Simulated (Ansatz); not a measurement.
# CoSi3Ru2: from a guess to a relaxed structure, part 1 of 2

The task: take a trial cell of CoSi3Ru2 to zero force and stress.

Program: Ansatz 0.2.0. Level of theory: DFT PBE, scalar-relativistic, plane waves, PAW. These are calculated values, not measurements.

2 further runs of the same task are left out: 1 that didn't finish, 1 set aside as unsound or not needed.

### Step 1. The system as given

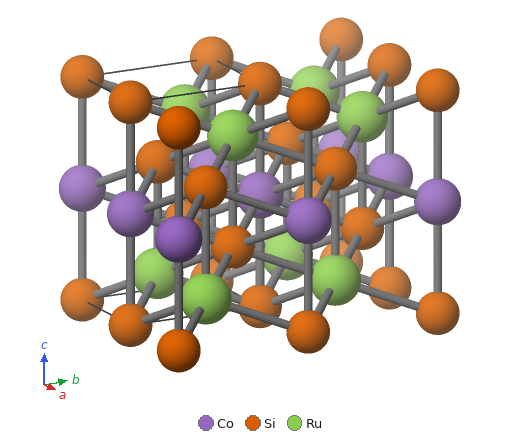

The starting structure, seen slightly off an axis (cobalt purple, silicon orange, ruthenium green). 2×2×1 cells are drawn. Atoms on the faces are drawn again on the opposite ones.

As a file:

```
CELL_PARAMETERS angstrom
4.27370 0.00000 0.00000
-2.13685 3.70113 0.00000
0.00000 0.00000 5.23419
ATOMIC_POSITIONS crystal
Co 0.00000 0.00000 0.50000
Si 0.66667 0.33333 0.66667
Si 0.00000 0.00000 0.00000
Si 0.33333 0.66667 0.33333
Ru 0.66667 0.33333 0.16667
Ru 0.33333 0.66667 0.83333
```

The start is an ordering of an alloy on its end members' structure types: elements ordered on the sites of the SiRu type, Ru/Co on Ru (P-3m1, No. 164).

### Step 2. A first look at the guess

Input file input.yaml:

```yaml
crystal:
  lattice:
    - [4.27369762, 0.0, 0.0]
    - [-2.13684881, 3.70113071, 0.0]
    - [0.0, 0.0, 5.23418925]
  atoms:
    - { symbol: Co, position: [0.0, 0.0, 0.5], spin: 3.0 }
    - { symbol: Si, position: [0.66666667, 0.33333333, 0.66666667] }
    - { symbol: Si, position: [0.0, 0.0, 0.0] }
    - { symbol: Si, position: [0.33333333, 0.66666667, 0.33333333] }
    - { symbol: Ru, position: [0.66666667, 0.33333333, 0.16666667] }
    - { symbol: Ru, position: [0.33333333, 0.66666667, 0.83333333] }
basis:
  ecutwfc: 420
kpoints:
  mp_grid: { grid: [6, 6, 4] }
hamiltonian:
  xc: pbe
scf:
  occupations: { method: gaussian, width: 0.1 }
  lower_state_search: "off"
output:
  forces: true
  stress: true
  eigenvalues: true
  populations: true
magnetization:
  spin_polarized: true
```

Launch:

```bash
ansatz run input.yaml --threads 1 --pin off --max-ram 2560MiB --backend cpu --events-out ev --progress --plain --runs-dir out
```

Standard output, cut to the lines that bear on the results:

```text
Warning: RAYON_NUM_THREADS=1 ignored (pool sized by the plan → 1); use --threads N
[...]
Pseudopotentials: kind: paw
Pseudopotential: Co, paw, valence charge 17, recommended cutoff 420 eV (normal), Co.paw.azcp
Pseudopotential: Si, paw, valence charge 4, recommended cutoff 420 eV (normal), Si.paw.azcp
Pseudopotential: Ru, paw, valence charge 16, recommended cutoff 420 eV (normal), Ru.paw.azcp
Functional definition: PBE
[...]
Crystal: 6 atoms, lattice volume = 82.792 Å³
Basis set: ecut = 420 eV, 1607 PW (Γ), exchange–correlation on 60×60×72 points (8 copies of the dense FFT grid, shifted against one another)
Bands: 39, of which v1, the nominal top of the filled ones, is band 31 counted from 1 (30 counted from 0)
Symmetry: 12 space group operations
Space group: P-3m1 (ITA 164), of the structure as read, at distance tolerance 4.4e-5 Å
Magnetic group: BNS 164.85 (UNI 1315), of the structure as read, at distance tolerance 4.4e-5 Å
k-points: 24 of 144
[...]
Starting moments: Σ|m| = 3 μB on 1 of 6 sites
[...]
SCF iter   1: F=—  HF=-18795.355861 eV  |F-HF|=—  |Δ(HF+E_count)|=         —  Δρ=1.81e-1 (↑5.83e-2 ↓1.81e-1)  dr2=3.43e1  dr2_m=7.63e0  M=1.062 μB ∫|m|=1.263 μB  β_m=0.30  ethr=3.10e-3  ⟨swp⟩=6.7  Hψ=7251  notcnv=0
[...]
spin=Collinear: Kerker preconditioning applied to the charge; magnetization (m = ρ↑ − ρ↓) channel mixes plain (no charge-response kernel on spin).
[...]
SCF converged after 17 iterations
Magnetization: 1.0997 μB (31.0499 up, 29.9501 down)
Absolute magnetization: 1.2712 μB (∫|ρ↑−ρ↓|, with the PAW one-centre terms)
Spin contamination: 0.0760 ħ² per cell (⟨S²⟩ above its minimum at these occupations)
Per-site moments (μB) at R_I (Å): [(0.8542264682964937, 1.0795515328125), (0.005935428517455282, 1.0795515269301685), (0.00017432151885160566, 1.0795515328125), (0.005935428517455563, 1.0795515269301685), (0.13990574284057242, 1.0795515269301685), (0.13990574284057258, 1.0795515269301685)]
Free energy (F): -18793.079437 eV
[...]
E sigma→0 (E₀):  -18793.065808 eV
Entropy (-TS):   -0.027257 eV (-4.543 meV/atom)
Fermi energy:    15.776190 eV
[...]
--- Forces (eV/Å), atoms counted from 1 ---
  atom   1  Co     0.00000000     0.00000000     0.00000000
  atom   2  Si    -0.00000000     0.00000000    -0.31968483
  atom   3  Si    -0.00000000    -0.00000000     0.00000000
  atom   4  Si     0.00000000     0.00000000     0.31968483
  atom   5  Ru     0.00000000     0.00000000    -0.00713232
  atom   6  Ru     0.00000000    -0.00000000     0.00713232
[...]
--- Stress (GPa, compression-positive) ---
      -20.506901       0.000000       0.000000
       -0.000000     -20.506901       0.000000
        0.000000       0.000000     -21.572797
  P = ⅓ Tr σ = -20.8622 GPa (-208.622 kbar)
--- Band table (eV; the first three rows and the last of 48) ---
[...]
--- Löwdin populations: 6 sites ---
  site symbol       q [e]    m [muB]
     0     Co     16.5079     0.8208
     1     Si      3.9708     0.0167
     2     Si      3.9362     0.0015
     3     Si      3.9708     0.0167
     4     Ru     16.0319     0.1422
     5     Ru     16.0319     0.1422
  spilling = 0.009024 (of n_electrons = 61.000000)
```

Wall time 19 s (1 thread of Intel Xeon at 2.70GHz, shared host); peak memory 0.46 GiB.

Site by site:

```
atom  moment in the atom's sphere (μB)  Löwdin electrons
 Co1                              0.85             16.51
 Si2                              0.01              3.97
 Si3                              0.00              3.94
 Si4                              0.01              3.97
 Ru5                              0.14             16.03
 Ru6                              0.14             16.03
```

The Löwdin counts miss 0.55 of the 61 electrons, which the atomic orbitals do not span, so they are no charges.

From the probe: pressure -20.9 GPa, largest force 0.32 eV/Å, gap on this mesh none (metal). A guess like this is first relaxed loosely on the coarse mesh.

### Step 3. Coarse relaxation

input.yaml: that of step 2 with these lines changed.

```diff
@@ -28 +28,6 @@
   spin_polarized: true
+relax:
+  adjacent_minimum: "off"
+  f_tol: 0.04
+  max_steps: 70
+  cell: { stress_tol: 0.4 }
```

Launch:

```bash
ansatz run input.yaml --threads 1 --pin off --max-ram 2560MiB --backend cpu --events-out ev --progress --plain --runs-dir out
```

Standard output:

```text
Warning: RAYON_NUM_THREADS=1 ignored (pool sized by the plan → 1); use --threads N
Engine: ansatz 0.2.0, x86_64-unknown-linux-gnu
[... 5 set-up lines as earlier in the session ...]
  parameter kappa = 0.804
  parameter beta = 0.06672455060314922
  exchange = pbe_x(kappa = kappa, mu = beta*pi^2/3)
  correlation = pbe_c(beta = beta)
Crystal: 6 atoms, lattice volume = 82.792 Å³
Basis set: ecut = 420 eV, 1607 PW (Γ), exchange–correlation on 60×60×72 points (8 copies of the dense FFT grid, shifted against one another)
Bands: 39, of which v1, the nominal top of the filled ones, is band 31 counted from 1 (30 counted from 0)
[... 2 set-up lines as earlier in the session ...]
Magnetic group: BNS 164.85 (UNI 1315), of the structure as read, at distance tolerance 4.4e-5 Å
k-points: 24 of 144
Non-local potential: Co, projectors of the file, l = 0: 3, l = 1: 2, l = 2: 3, l = 3: 1
Non-local potential: Si, projectors of the file, l = 0: 2, l = 1: 2, l = 2: 2
Non-local potential: Ru, projectors of the file, l = 0: 3, l = 1: 2, l = 2: 2, l = 3: 1
PAW form: soft (Blöchl's): semilocal exchange-correlation on the pseudo side does not see the compensation charge
PAW one-centre angular grid: Co, 590 points (default); XC on 64 Gauss nodes
PAW one-centre angular grid: Si, 110 points (default); XC on 64 Gauss nodes
PAW one-centre angular grid: Ru, 590 points (default); XC on 64 Gauss nodes
Initial density: superposition of atomic densities (chi_scale 0.1, normalization cell)
Starting moments: Σ|m| = 3 μB on 1 of 6 sites
Initial wavefunctions: pseudopotential atomic-orbital guess
Functional: x = pbe(κ = 0.804, μ = 0.2195149727645171), c = pbe(β = 0.06672455060314922)
SCF iter   1: F=—  HF=-18795.355861 eV  |F-HF|=—  |Δ(HF+E_count)|=         —  Δρ=1.81e-1 (↑5.83e-2 ↓1.81e-1)  dr2=3.43e1  dr2_m=7.63e0  M=1.062 μB ∫|m|=1.263 μB  β_m=0.30  ethr=3.10e-3  ⟨swp⟩=6.7  Hψ=7251  notcnv=0
preconditioner: auto → Kerker (q_TF=auto, 2.593 Å⁻¹)  [metal: Δε(μ)=0.041 eV  Ē_g=6.850 eV  σ=0.100 eV  W_gap=0.22  n_scr=22 (ndim 8)  ℏωp=24.8 eV  f_vac=0.000  D(μ)=3.92/eV (n_scr^D=22)]
spin=Collinear: Kerker preconditioning applied to the charge; magnetization (m = ρ↑ − ρ↓) channel mixes plain (no charge-response kernel on spin).
SCF iter   2: F=—  HF=-18794.355180 eV  |F-HF|=—  |Δ(HF+E_count)|=    1.00e0  Δρ=1.29e-1 (↑1.29e-1 ↓8.94e-2)  dr2=3.04e1  dr2_m=3.57e-1  M=2.277 μB ∫|m|=2.885 μB  β_m=0.30  ethr=3.10e-3  ⟨swp⟩=3.0  Hψ=4269  notcnv=0  defer=113
SCF iter   3: F=—  HF=-18792.841176 eV  |F-HF|=—  |Δ(HF+E_count)|=    1.51e0  Δρ=9.57e-2 (↑5.29e-2 ↓9.57e-2)  dr2=3.25e0  dr2_m=3.95e0  M=1.222 μB ∫|m|=1.801 μB  β_m=0.30  ethr=3.10e-3  ⟨swp⟩=2.6  Hψ=4089  notcnv=0  defer=114
SCF iter   4: F=—  HF=-18792.613282 eV  |F-HF|=—  |Δ(HF+E_count)|=   2.28e-1  Δρ=6.31e-2 (↑6.31e-2 ↓5.44e-2)  dr2=2.62e-1  dr2_m=2.55e0  M=1.326 μB ∫|m|=2.164 μB  β_m=0.30  ethr=3.10e-3  ⟨swp⟩=2.0  Hψ=2494  notcnv=0  defer=122
SCF iter   5: F=—  HF=-18792.746164 eV  |F-HF|=—  |Δ(HF+E_count)|=   1.33e-1  Δρ=5.47e-2 (↑4.19e-2 ↓5.47e-2)  dr2=1.32e-1  dr2_m=1.77e0  M=1.280 μB ∫|m|=1.980 μB  β_m=0.30  ethr=4.30e-4  ⟨swp⟩=2.0  Hψ=2969  notcnv=0  defer=122
Mixer restart at iter 5: flushing history
spin-set hold released at iteration 5 (the charge has settled, or the pull on large starting moments outlasts its swing): the magnetisation degrees of freedom join the quasi-Newton model from the next iteration; the mixer history was flushed
SCF iter   6: F=—  HF=-18792.861334 eV  |F-HF|=—  |Δ(HF+E_count)|=   1.15e-1  Δρ=4.11e-2 (↑4.11e-2 ↓2.96e-2)  dr2=8.87e-2  dr2_m=9.46e-1  M=1.279 μB ∫|m|=1.955 μB  β_m=0.63  ethr=2.17e-4  ⟨swp⟩=2.0  Hψ=2535  notcnv=0  defer=122
SCF iter   7: F=—  HF=-18793.646009 eV  |F-HF|=—  |Δ(HF+E_count)|=   7.85e-1  Δρ=1.02e-1 (↑2.06e-2 ↓1.02e-1)  dr2=1.06e1  dr2_m=1.30e0  M=1.114 μB ∫|m|=1.419 μB  β_m=0.25  ethr=1.45e-4  ⟨swp⟩=2.5  Hψ=4050  notcnv=0  defer=122  recentre
SCF iter   8: F=—  HF=-18793.005160 eV  |F-HF|=—  |Δ(HF+E_count)|=   6.41e-1  Δρ=2.22e-2 (↑2.22e-2 ↓1.94e-2)  dr2=5.07e-3  dr2_m=3.27e-1  M=1.222 μB ∫|m|=1.685 μB  β_m=0.56  ethr=1.45e-4  ⟨swp⟩=2.7  Hψ=3876  notcnv=0  defer=119
SCF iter   9: F=—  HF=-18793.076688 eV  |F-HF|=—  |Δ(HF+E_count)|=   7.15e-2  Δρ=3.21e-3 (↑3.21e-3 ↓1.69e-3)  dr2=1.78e-3  dr2_m=4.29e-3  M=1.119 μB ∫|m|=1.352 μB  β_m=0.65  ethr=8.31e-6  ⟨swp⟩=2.2  Hψ=3830  notcnv=0  defer=119
SCF iter  10: F=—  HF=-18793.079364 eV  |F-HF|=—  |Δ(HF+E_count)|=   2.68e-3  Δρ=1.97e-3 (↑1.97e-3 ↓1.84e-3)  dr2=9.85e-3  dr2_m=2.03e-4  M=1.106 μB ∫|m|=1.299 μB  β_m=0.83  ethr=2.92e-6  ⟨swp⟩=2.0  Hψ=2924  notcnv=0  defer=119
SCF iter  11: F=—  HF=-18793.079522 eV  |F-HF|=—  |Δ(HF+E_count)|=   1.58e-4  Δρ=4.05e-4 (↑4.05e-4 ↓3.60e-4)  dr2=6.35e-4  dr2_m=2.46e-5  M=1.097 μB ∫|m|=1.268 μB  β_m=0.72  ethr=2.92e-6  ⟨swp⟩=2.4  Hψ=2931  notcnv=0  defer=119
SCF iter  12: F=—  HF=-18793.079563 eV  |F-HF|=—  |Δ(HF+E_count)|=   4.09e-5  Δρ=1.02e-3 (↑1.02e-3 ↓8.52e-4)  dr2=2.55e-3  dr2_m=9.62e-6  M=1.100 μB ∫|m|=1.268 μB  β_m=0.86  ethr=1.04e-6  ⟨swp⟩=2.0  Hψ=2597  notcnv=0  defer=119  recentre
SCF iter  13: F=—  HF=-18793.079466 eV  |F-HF|=—  |Δ(HF+E_count)|=   9.68e-5  Δρ=2.86e-4 (↑8.72e-5 ↓2.86e-4)  dr2=1.05e-4  dr2_m=8.91e-6  M=1.102 μB ∫|m|=1.274 μB  β_m=0.81  ethr=1.04e-6  ⟨swp⟩=1.5  Hψ=1892  notcnv=0  defer=119
SCF iter  14: F=—  HF=-18793.079459 eV  |F-HF|=—  |Δ(HF+E_count)|=   7.24e-6  Δρ=1.47e-4 (↑1.47e-4 ↓5.72e-5)  dr2=2.99e-5  dr2_m=1.81e-6  M=1.101 μB ∫|m|=1.273 μB  β_m=0.91  ethr=1.73e-7  ⟨swp⟩=1.7  Hψ=1891  notcnv=0  defer=119
SCF iter  15: F=—  HF=-18793.079437 eV  |F-HF|=—  |Δ(HF+E_count)|=   2.21e-5  Δρ=4.21e-5 (↑4.21e-5 ↓1.57e-5)  dr2=2.44e-6  dr2_m=1.67e-7  M=1.100 μB ∫|m|=1.272 μB  β_m=0.95  ethr=4.90e-8  ⟨swp⟩=1.2  Hψ=1791  notcnv=0  defer=119
SCF iter  16: F=—  HF=-18793.079437 eV  |F-HF|=—  |Δ(HF+E_count)|=   1.53e-8  Δρ=7.18e-6 (↑7.18e-6 ↓3.93e-6)  dr2=1.05e-7  dr2_m=2.98e-9  M=1.100 μB ∫|m|=1.271 μB  β_m=0.81  ethr=4.01e-9  ⟨swp⟩=1.4  Hψ=1807  notcnv=0  defer=119
SCF iter  17: F=-18793.079437 eV  HF=-18793.079437 eV  |F-HF|=7.57e-9  |Δ(HF+E_count)|=   1.06e-9  Δρ=1.71e-6 (↑1.71e-6 ↓1.27e-6)  dr2=8.27e-9  dr2_m=5.74e-11  M=1.100 μB ∫|m|=1.271 μB  ethr=1.64e-10  ⟨swp⟩=9.1  Hψ=6679  notcnv=0
SCF 1 converged in 17 iterations: F = -18793.079437 eV  dr2 = 8.27e-9
relax step   1: F+E_penalty+E_count = -18793.07943654 eV  Δ(F+E_penalty+E_count) = +0.000e0 eV  max|allowed force component| = 3.197e-1 eV/Å  Δτ_max = 0.0000 Å  P = -20.862 GPa  Ω = 82.792 Å³  (17 SCF iters, dr2 threshold 1.00e-7 eV, accepted)
[... from here on, the SCF cycles and remarks between the steps are left out ...]
relax step   2: F+E_penalty+E_count = -18793.78442575 eV  Δ(F+E_penalty+E_count) = -7.050e-1 eV  max|allowed force component| = 4.143e-1 eV/Å  Δτ_max = 0.0301 Å  P = +5.263 GPa  Ω = 71.726 Å³  energy of the carried Pulay correction = +3.968e-3 eV  (13 SCF iters, dr2 threshold 6.00e-7 eV, accepted)
relax step   3: F+E_penalty+E_count = -18793.81945315 eV  Δ(F+E_penalty+E_count) = -3.503e-2 eV  max|allowed force component| = 2.058e-1 eV/Å  Δτ_max = 0.0168 Å  P = -1.032 GPa  Ω = 73.570 Å³  energy of the carried Pulay correction = +3.268e-3 eV  (9 SCF iters, dr2 threshold 6.00e-7 eV, accepted)
relax step   4: F+E_penalty+E_count = -18793.82494649 eV  Δ(F+E_penalty+E_count) = -5.493e-3 eV  max|allowed force component| = 8.299e-2 eV/Å  Δτ_max = 0.0147 Å  P = -0.262 GPa  Ω = 73.318 Å³  energy of the carried Pulay correction = +3.363e-3 eV  (9 SCF iters, dr2 threshold 6.00e-7 eV, accepted)
relax step   5: F+E_penalty+E_count = -18793.82677184 eV  Δ(F+E_penalty+E_count) = -1.825e-3 eV  max|allowed force component| = 1.396e-2 eV/Å  Δτ_max = 0.0127 Å  P = +0.001 GPa  Ω = 73.236 Å³  energy of the carried Pulay correction = +3.394e-3 eV  (7 SCF iters, dr2 threshold 6.00e-7 eV, accepted)
relax step   6: F+E_penalty+E_count = -18793.82735404 eV  Δ(F+E_penalty+E_count) = -5.822e-4 eV  max|allowed force component| = 1.974e-2 eV/Å  Δτ_max = 0.0021 Å  P = +0.098 GPa  Ω = 73.206 Å³  energy of the carried Pulay correction = +3.405e-3 eV  (7 SCF iters, dr2 threshold 6.00e-7 eV, accepted)
relax step   7: F+E_penalty+E_count = -18793.82763352 eV  Δ(F+E_penalty+E_count) = -2.795e-4 eV  max|allowed force component| = 1.411e-3 eV/Å  Δτ_max = 0.0013 Å  P = -0.002 GPa  Ω = 73.240 Å³  energy of the carried Pulay correction = +3.392e-3 eV  (7 SCF iters, dr2 threshold 4.08e-7 eV, accepted)
relax step   8: F+E_penalty+E_count = -18793.82392969 eV  Δ(F+E_penalty+E_count) = +3.704e-3 eV  max|allowed force component| = 1.663e-3 eV/Å  Δτ_max = 0.0000 Å  P = +0.012 GPa  Ω = 73.240 Å³  stress off target by 1.66e-2 GPa  SCF on the basis re-selected at this cell (its energy is not comparable with the rows above)  (8 SCF iters)
basis re-selected at this cell: Δ(F+E_penalty+E_count) = +3.704e-3 eV, ΔP = +0.014 GPa vs the last step (what re-selecting the basis moved, of the pressure what is left beyond the Pulay correction that the steps carried, after the strain that the cell walked since its last selection, with what the two solves' SCF thresholds leave and, on support functions, any second-order correction that the steps lacked; it is no measure of the basis error at this ecutwfc). This SCF's stress stands 1.66e-2 GPa from its target on what of the cell is left free (relax.cell.stress_tol is 4.00e-1 GPa) and its largest allowed force component is 1.66e-3 eV/Å (relax.f_tol is 4.00e-2 eV/Å): within both
SCF converged after 8 iterations
Magnetization: 0.9977 μB (30.9989 up, 30.0011 down)
Absolute magnetization: 1.1261 μB (∫|ρ↑−ρ↓|, with the PAW one-centre terms)
Spin contamination: 0.0383 ħ² per cell (⟨S²⟩ above its minimum at these occupations)
Per-site moments (μB) at R_I (Å): [(0.7033652669767434, 1.0240886276554129), (0.00612026265130647, 1.0139665750949323), (-0.0035899840680920204, 1.0336719920997037), (0.006120262651306609, 1.013966575094932), (0.1467476593041514, 1.0139665750949323), (0.14674765930415135, 1.013966575094932)]
Free energy (F): -18793.823930 eV
Harris-Foulkes:  -18793.823930 eV  (|F-HF|=3.49e-10)
Internal energy: -18793.803597 eV  (E = F + TS)
E sigma→0 (E₀):  -18793.813763 eV
Entropy (-TS):   -0.020333 eV (-3.389 meV/atom)
Fermi energy:    18.432620 eV
--- Per-component energies (eV) ---
  E_band       = -389.552134
  E_kinetic    = 1624.652195
  E_local      = -6929.053683  (includes V_loc(G=0)·N_el)
  E_nonlocal   = 1219.090248
  E_hartree    = 2738.004067
  E_xc         = -713.489403
  E_vxc        = -834.688346  (∫ρ·V_xc dr)
  E_paw        = -9978.451258  (= ΣΔE_a)
  E_vpaw       = -945.558833  (= ΣTr[D̂ρ^β])
  E_aug_tail   = -0.000364  (compensation charges beyond the density's cutoff)
  E_ewald      = -6754.555400
  E_smearing   = -0.020333  (= −TS)
  E_closure    = -0.000000  (closes the sum)
  Σ components = -18793.823930   (vs F -18793.823930, Δ=0.00e0)
--- Forces (eV/Å), atoms counted from 1 ---
  atom   1  Co     0.00000000     0.00000000     0.00000000
  atom   2  Si     0.00000000    -0.00000000    -0.00054686
  atom   3  Si     0.00000000     0.00000000     0.00000000
  atom   4  Si     0.00000000     0.00000000     0.00054686
  atom   5  Ru     0.00000000    -0.00000000    -0.00166254
  atom   6  Ru     0.00000000     0.00000000     0.00166254
  max |Σ_I F_I| component: 1.16e-18 eV/Å
--- Stress (GPa, compression-positive) ---
        0.009216       0.000000       0.000000
        0.000000       0.009216      -0.000000
        0.000000       0.000000       0.016573
  P = ⅓ Tr σ = 0.0117 GPa (0.117 kbar)
--- Band table (eV; the first three rows and the last of 48) ---
  k-point 0 ↑: bands = ["-77.1768", "-54.5947", "-54.5590", "-40.4869", "-40.4835", "-40.4835", "-24.7195", "-24.7118", "-24.7118", "-24.6012", "-24.6012", "-24.6010", "5.0351", "9.4481", "9.7519", "12.3040", "12.3040", "13.0963", "13.0963", "13.6261", "13.6261", "16.0422", "16.3513", "16.3930", "16.3930", "16.3987", "16.3987", "17.0911", "17.0911", "17.1788", "18.6673", "19.3774", "20.5590", "20.5590", "20.8034", "20.8034", "21.0720", "21.9084", "21.9084"]
[... 3 lines left out ...]
--- Relaxed structure (7 steps of the walk, 7 accepted, 1 SCFs on fresh bases) ---
  F+E_penalty+E_count = -18793.82392969 eV   max|allowed force component| = 1.663e-3 eV/Å   (the final SCF, on the basis selected at the relaxed cell)
  cell:  # Å, volume = 73.2395 Å³
    - [4.088179489649854, 0.0, -1.2589944221310957e-34]
    - [-2.044089744824927, 3.540467293267275, -1.0059845181171096e-34]
    - [-1.541946963358037e-34, -2.3129204450370557e-34, 5.060053490307336]
  atoms:
    - { symbol: Co, position: [5.0651011775275423e-36, -6.143169410989559e-36, 0.5000000000000001] }
    - { symbol: Si, position: [0.6666666666666667, 0.33333333333333337, 0.6521115124549705] }
    - { symbol: Si, position: [-6.743123635681179e-36, -7.227258130575952e-36, 6.2141553583614e-20] }
    - { symbol: Si, position: [0.33333333333333337, 0.6666666666666667, 0.3478884875450296] }
    - { symbol: Ru, position: [0.6666666666666667, 0.33333333333333337, 0.16632597820765815] }
    - { symbol: Ru, position: [0.33333333333333337, 0.6666666666666667, 0.8336740217923417] }
--- Löwdin populations: 6 sites ---
  site symbol       q [e]    m [muB]
     0     Co     16.5546     0.6661
     1     Si      3.9080     0.0257
     2     Si      3.8723     0.0004
     3     Si      3.9080     0.0257
     4     Ru     16.0735     0.1567
     5     Ru     16.0735     0.1567
  spilling = 0.010002 (of n_electrons = 61.000000)
```

Run time: 90 s. Hardware: 1 thread of Intel Xeon at 2.70GHz, shared host; peak memory 0.49 GiB.

Step by step:

```csv
step,energy from step 1 (eV/cell),largest force component (eV/Å),pressure (GPa),volume (Å³)
1,0.0000,0.3197,-20.86,82.79
2,-0.7050,0.4143,5.26,71.73
3,-0.7400,0.2058,-1.03,73.57
4,-0.7455,0.0830,-0.26,73.32
5,-0.7473,0.0140,0.00,73.24
6,-0.7479,0.0197,0.10,73.21
7,-0.7482,0.0014,0.00,73.24
8,-0.7445,0.0017,0.01,73.24
```

Step 1 is the start. Step 8 repeats the geometry before it on a plane-wave basis chosen anew for that cell, so its energy need not be comparable with the rows above.

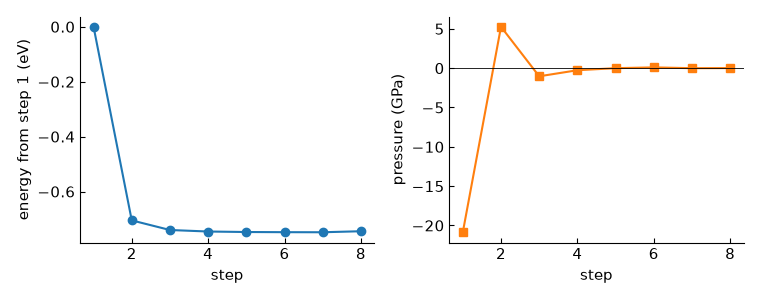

Energy and pressure along the relaxation.

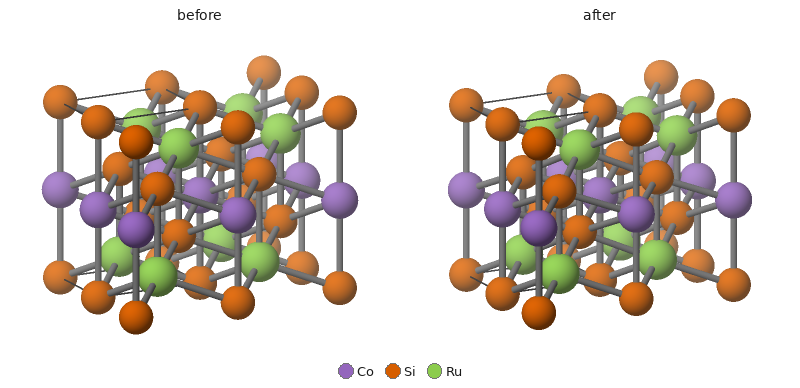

The structure before (left) and after (right) the relaxation, drawn at the same scale.

|  | before | after | change |
| --- | --- | --- | --- |
| a (Å) | 4.274 | 4.088 | -4.3 % |
| b (Å) | 4.274 | 4.088 | -4.3 % |
| c (Å) | 5.234 | 5.060 | -3.3 % |
| volume (Å³/atom) | 13.80 | 12.21 | -11.5 % |
| shortest distance (Å) | 2.617 | 2.458 | -6.1 % |
| space group (0.01 Å) | P-3m1 | P-3m1 | same |

The run keeps the 12 symmetry operations of the start, so it could not have lowered the symmetry.

By site:

```
atom  moment in the atom's sphere (μB)  Löwdin electrons
 Co1                              0.70             16.55
 Si2                              0.01              3.91
 Si3                              0.00              3.87
 Si4                              0.01              3.91
 Ru5                              0.15             16.07
 Ru6                              0.15             16.07
```

The Löwdin counts miss 0.61 of the 61 electrons, which the atomic orbitals do not span, so they are no charges.

(Continued in part 2 of 2.)
